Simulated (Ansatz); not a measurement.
Converging the k-point mesh at a smearing width of 0.3 eV: MgSc (P4mm, 2 atoms in the cell)

```xyz
2
Lattice="3.6144 0.0000 0.0000 0.0000 3.6144 0.0000 0.0000 0.0000 3.6144" Properties=species:S:1:pos:R:3 pbc="T T T"
Mg     0.0000     0.0000     0.0500
Sc     1.8072     1.8072     1.8072
```

Level of theory: PBEsol, default PAW files made with PBE (plane waves; Ansatz, a program for electronic structure).

Base settings: basis.ecutwfc = 420 eV; kpoints.mp_grid.grid = 9 9 9; hamiltonian.xc = pbesol; hamiltonian.pseudopotentials = {kind: paw} (the program's default PAW files); scf.occupations.method = gaussian; scf.occupations.width = 0.1 eV.

In this ladder: scf.occupations.width = 0.3 eV.

Only quantities that move along the ladder and can be compared are tabulated.

The count of work is k-points × plane waves × bands × iterations; it is no time. 

The starting cell comes from a database of computed structures (which also holds hypothetical and non-ambient phases and stackings), without a prior relaxation at this level. Its lattice was rescaled by up to half a per cent. One atom was moved a little off its site on purpose. Ansatz's pressure includes its estimate of the finite-basis (Pulay) stress.

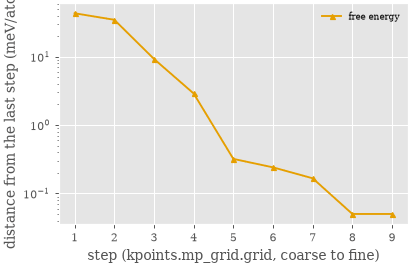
Figure: Distance from the last step along the ladder; very small values are drawn at a floor.

```csv
kpoints.mp_grid.grid,free energy less the last step's (meV/atom),pressure (GPa),count of work / last
3 3 3,43.24,-2.01,0.0064
4 4 4,34.71,-1.84,0.019
5 5 5,-9.28,-2.00,0.019
6 6 6,-2.90,-1.93,0.043
7 7 7,-0.32,-1.96,0.043
8 8 8,0.24,-1.93,0.080
10 10 10,-0.17,-1.95,0.13
12 12 12,-0.02,-1.94,0.21
18 18 18,0.00,-1.95,0.59
22 22 22,0.00,-1.95,1.0
```

Coarsest kpoints.mp_grid.grid that holds the free energy within 0.5 meV/atom of the last step, with all finer ones: 7 7 7, at 0.043 of the last step's count of work; the step before is off by 2.9 meV/atom.

Keys are those of Ansatz 0.2.
